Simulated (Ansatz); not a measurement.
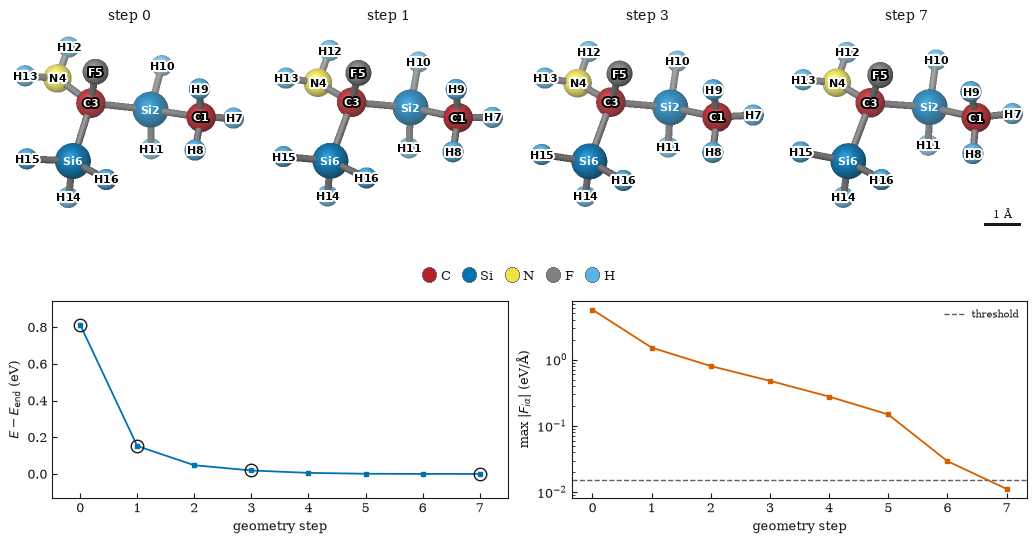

Frames of a relaxation of C$_{2}$H$_{10}$FNSi$_{2}$, marked on the history of the run. Style: ball-and-stick. Shown at a tilt.

The run prepares an end point of a later path (inversion) calculation, from a guessed geometry.

The calculation used RKS LDA/def2-SVP in Ansatz 0.2.0. (no spin polarisation; force threshold 0.015 eV/Å; at most 40 steps)

Question: Describe the path.

Answer: The atom that moves furthest after the best rigid fit is F5 (0.28 Å). Largest moves by element: F 0.28 Å, H 0.23 Å, N 0.17 Å, Si 0.12 Å, C 0.07 Å. Near-neighbour distances that change, for instance: C3–N4 1.497 → 1.387 Å, C3–F5 1.371 → 1.446 Å, C3–Si6 1.827 → 1.895 Å, N4–H12 0.967 → 1.029 Å. Among the angles between lasting bonds that change: C3–N4–H13 104.7° → 116.1°, N4–C3–F5 102.7° → 113.6°, C1–Si2–H10 104.9° → 111.6°. The energy falls by 0.814 eV in 7 geometry steps. Largest force component: 5.7 eV/Å at the start, 0.011 eV/Å at the end. Cost: 11 s on 2 threads of Intel(R) Xeon(R) 6975P-C (Granite Rapids), on a shared host, peak memory 0.2 GiB. From step 0 to 1: F5 moves most (0.16 Å), energy −0.662 eV. From step 1 to 3: H16 moves most (0.11 Å), energy −0.133 eV. From step 3 to 7: H11 moves most (0.08 Å), energy −0.019 eV.
